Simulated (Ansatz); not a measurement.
A series of calculations on CH7BFNSi

Part 1: Relaxation

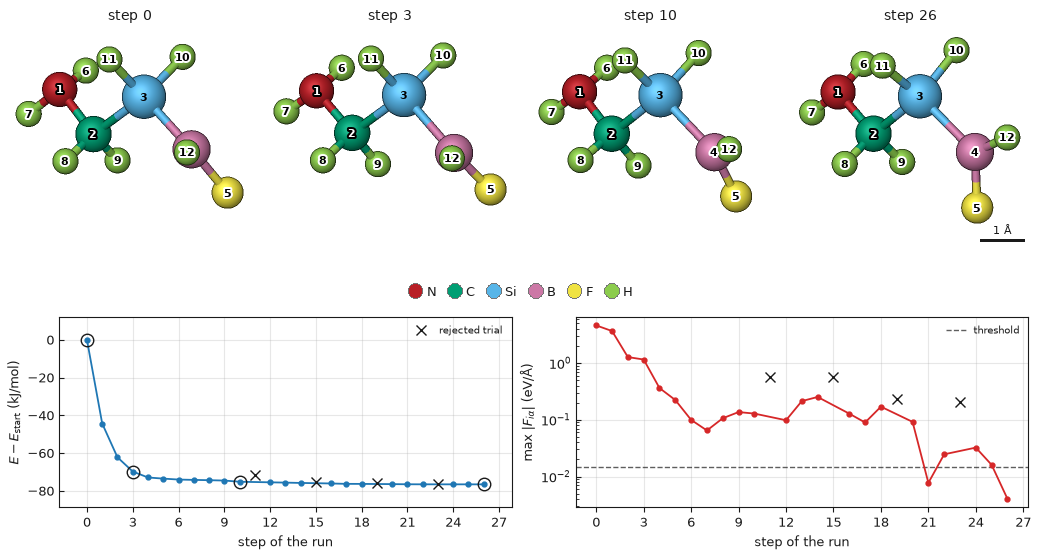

Frames of a relaxation of CH₇BFNSi, marked on the history of the run. The picture is a ball-and-stick view, seen from a free direction.

The run prepares an end point of a later path (inversion) calculation, from a guessed geometry.

Method: RKS PBE0/def2-SVP in Ansatz 0.2.0. Set-up: no spin polarisation; force threshold 0.015 eV/Å; at most 40 steps.

**Describe the path.**

H12 moves most after the best rigid fit: 1.02 Å. Largest moves by element: H 1.02 Å, F 0.86 Å, N 0.15 Å, B 0.11 Å, C 0.11 Å, Si 0.10 Å. Near-neighbour distances that change, for instance: Si3–B4 1.887 → 2.039 Å, B4–F5 1.460 → 1.325 Å, N1–H7 1.093 → 1.018 Å, C2–Si3 1.854 → 1.897 Å. Among the angles between lasting bonds that change: C2–N1–H7 104.8° → 111.1°, N1–C2–H9 109.6° → 115.8°, H6–N1–H7 101.3° → 106.4°. Groups turn about Si3–B4 by about 55°. Over 22 accepted moves (26 points after the start) the energy falls by 76.5 kJ/mol. Largest force component: 4.6 eV/Å at the start, 0.0041 eV/Å at the end. The line search rejected the trial steps at points 11, 15, 19, 23 of the run. The forces were under the threshold at step 21, but the run went on from there. The run took 71 s on 2 threads of Arm Neoverse V2, with other jobs on the host, peak memory 0.23 GiB. From step 0 to 3: H12 moves most (0.21 Å), energy −69.7 kJ/mol. From step 3 to 10: H12 moves most (0.46 Å), energy −5.42 kJ/mol. From step 10 to 26: F5 moves most (0.63 Å), energy −1.38 kJ/mol.

| step | E − E(0), kJ/mol | largest force component, eV/Å | note |
| --- | --- | --- | --- |
| 0 | 0.00 | 4.6211 |  |
| 1 | -44.32 | 3.6781 |  |
| 2 | -62.20 | 1.2781 |  |
| 3 | -69.73 | 1.1574 |  |
| 4 | -72.89 | 0.3636 |  |
| 5 | -73.49 | 0.2234 |  |
| 6 | -73.98 | 0.0998 |  |
| 7 | -74.17 | 0.0649 |  |
| 8 | -74.33 | 0.1067 |  |
| 9 | -74.52 | 0.1371 |  |
| 10 | -75.15 | 0.1289 |  |
| 11 | -71.40 | 0.5592 | rejected |
| 12 | -75.45 | 0.0983 |  |
| 13 | -75.61 | 0.2141 |  |
| 14 | -75.78 | 0.2530 |  |
| 15 | -75.04 | 0.5806 | rejected |
| 16 | -76.06 | 0.1285 |  |
| 17 | -76.27 | 0.0897 |  |
| 18 | -76.29 | 0.1706 |  |
| 19 | -75.91 | 0.2318 | rejected |
| 20 | -76.41 | 0.0921 |  |
| 21 | -76.48 | 0.0077 |  |
| 22 | -76.51 | 0.0247 |  |
| 23 | -76.31 | 0.2036 | rejected |
| 24 | -76.52 | 0.0324 |  |
| 25 | -76.53 | 0.0161 |  |
| 26 | -76.53 | 0.0041 |  |

Part 2: Relaxation

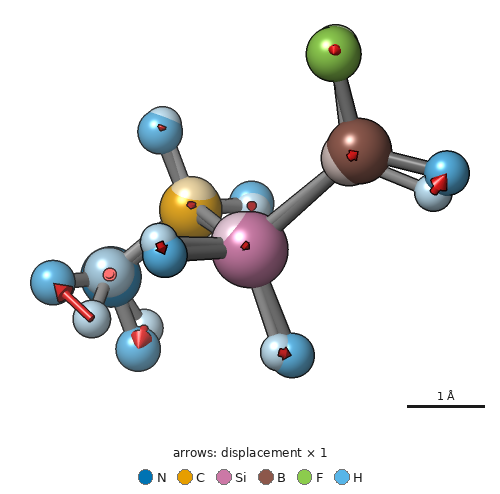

This is a relaxation of CH7BFNSi. The starting structure is drawn faded, the final one solid; red arrows show the displacements, at their true length. The two geometries are superimposed by the best rigid fit.

The picture is a ball-and-stick view, seen from a free direction.

The run prepares an end point of a later path (inversion) calculation, from a guessed geometry.

Theory: RKS PBE0/def2-SVP in Ansatz.

Input
```yaml
crystal:
  periodic: [false, false, false]
  atoms:
    - { symbol: "N", position_ang: [0.1116, 1.4682, 1.4717] }
    - { symbol: C, position_ang: [-0.5004, 0.7482, 0.3501] }
    - { symbol: Si, position_ang: [0.5438, -0.7383, -0.0184] }
    - { symbol: B, position_ang: [-0.113, -1.7408, -1.476] }
    - { symbol: F, position_ang: [-0.3633, -1.1348, -2.7802] }
    - { symbol: H, position_ang: [1.04992, 1.06363, 1.66227] }
    - { symbol: H, position_ang: [-0.44681, 1.13981, 2.35172] }
    - { symbol: H, position_ang: [-1.4761, 0.413, 0.6118] }
    - { symbol: H, position_ang: [-0.5574, 1.4028, -0.5175] }
    - { symbol: H, position_ang: [1.9313, -0.2924, -0.3467] }
    - { symbol: H, position_ang: [0.6359, -1.5902, 1.2138] }
    - { symbol: H, position_ang: [-0.4939, -2.8666, -1.2917] }
basis:
  gaussian: { orbitals: def2-SVP }
hamiltonian:
  xc: pbe0
relax:
  f_tol: 0.015
  max_steps: 40
```

Command:
```bash
ansatz run input.yaml --threads 2 --pin off --max-ram 3072MiB --backend cpu --events-out ev --progress --plain --runs-dir out
```

### Which element moves most?

Hydrogen: up to 0.77 Å, against 0.19 Å for nitrogen.

### What did the optimiser do to the structure, and how much energy did it gain?

Over 11 accepted moves (12 points after the start) the energy falls by 20.4 kcal/mol. The largest force component goes from 4.6 to 0.0093 eV/Å. The line search rejected the trial step at point 9 of the run. The largest move after the best rigid fit is that of H6, 0.77 Å. Largest moves by element: H 0.77 Å, N 0.19 Å, B 0.17 Å, F 0.14 Å, Si 0.12 Å, C 0.10 Å. Among the contacts that change: Si3–B4 1.887 → 2.041 Å, B4–F5 1.460 → 1.325 Å, N1–H7 1.093 → 1.018 Å, C2–Si3 1.854 → 1.916 Å. Among the angles between lasting bonds that change: N1–C2–Si3 108.1° → 115.3°, Si3–B4–H12 119.3° → 125.5°, C2–N1–H7 104.8° → 110.7°. Groups turn about N1–C2 by about 45°.

Part 3: Path

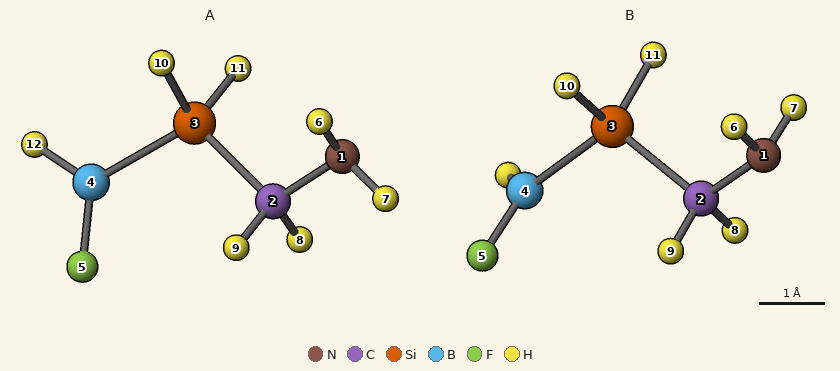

The two relaxed end points of a path for CH₇BFNSi. A ball-and-stick model, seen at a tilt.

Method: RKS PBE0/def2-SVP (Ansatz).

The input:
```yaml
crystal:
  periodic: [false, false, false]
  atoms:
    - { symbol: "N", position_ang: [0.090389, 1.61174, 1.451749] }
    - { symbol: C, position_ang: [-0.463624, 0.852151, 0.345399] }
    - { symbol: Si, position_ang: [0.495072, -0.76065, 0.066408] }
    - { symbol: B, position_ang: [-0.154735, -1.802017, -1.561122] }
    - { symbol: F, position_ang: [-1.116735, -1.311798, -2.329541] }
    - { symbol: H, position_ang: [1.040531, 1.911486, 1.243003] }
    - { symbol: H, position_ang: [-0.447625, 2.4596, 1.620897] }
    - { symbol: H, position_ang: [-1.498402, 0.553744, 0.591607] }
    - { symbol: H, position_ang: [-0.535875, 1.391529, -0.625172] }
    - { symbol: H, position_ang: [1.948163, -0.438354, -0.148486] }
    - { symbol: H, position_ang: [0.425807, -1.641576, 1.276568] }
    - { symbol: H, position_ang: [0.294133, -2.881154, -1.89721] }
basis:
  gaussian: { orbitals: def2-SVP }
hamiltonian:
  xc: pbe0
neb:
  order_check: false
  images: 5
  f_tol: 0.05
  max_iterations: 60
  initial_path: idpp
  final_atoms:
    - { symbol: "N", position_ang: [-0.07332223, 1.83854459, 1.29621754] }
    - { symbol: C, position_ang: [-0.54735944, 0.93247162, 0.25948199] }
    - { symbol: Si, position_ang: [0.51165586, -0.64359291, 0.00048162] }
    - { symbol: B, position_ang: [-0.16899529, -1.85528181, -1.4945147] }
    - { symbol: F, position_ang: [-0.29241089, -1.34941071, -2.71316658] }
    - { symbol: H, position_ang: [0.87772681, 2.14386171, 1.0985541] }
    - { symbol: H, position_ang: [-0.0356424, 1.36535691, 2.19713836] }
    - { symbol: H, position_ang: [-1.58722254, 0.64035617, 0.4853879] }
    - { symbol: H, position_ang: [-0.6068706, 1.47576901, -0.69929289] }
    - { symbol: H, position_ang: [1.90867182, -0.19861336, -0.33100552] }
    - { symbol: H, position_ang: [0.58960904, -1.38659222, 1.30141974] }
    - { symbol: H, position_ang: [-0.49874115, -3.018168, -1.36660157] }
```

Run as
```bash
ansatz run input.yaml --threads 2 --pin off --max-ram 3072MiB --backend cpu --events-out ev --progress --plain --runs-dir out
```

What barrier does the band find between them, and by what path?

The highest point, image 3, lies 0.196 eV above the start and 0.176 eV above the end; the end is at +0.020 eV relative to the start. The motion is an umbrella inversion at N1. No bond forms or breaks between the ends. Bond angles that change up to the highest image, for instance: H6–N1–H7 106.4° → 117.2°, C2–N1–H6 110.7° → 121.2°. The band converged in 34 iterations, with a climbing image at the top.

Energies of the converged images:

```json
{"image": "0", "path (Å)": "0.00", "E (eV)": "0.000"}
{"image": "1", "path (Å)": "0.23", "E (eV)": "0.005"}
{"image": "2", "path (Å)": "0.46", "E (eV)": "0.099"}
{"image": "3", "path (Å)": "0.69", "E (eV)": "0.196"}
{"image": "4", "path (Å)": "1.45", "E (eV)": "0.040"}
{"image": "5", "path (Å)": "2.20", "E (eV)": "0.015"}
{"image": "6", "path (Å)": "2.95", "E (eV)": "0.020"}
```

The geometry at the top of the path:

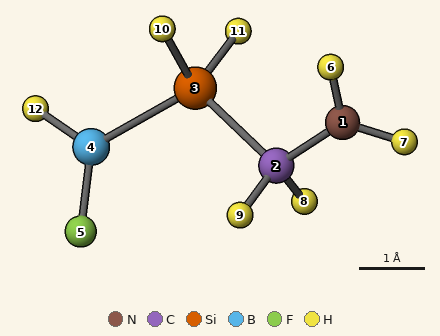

The run took 5.8 min on 2 threads of Arm Neoverse V2, on a shared host, peak memory 0.24 GiB.
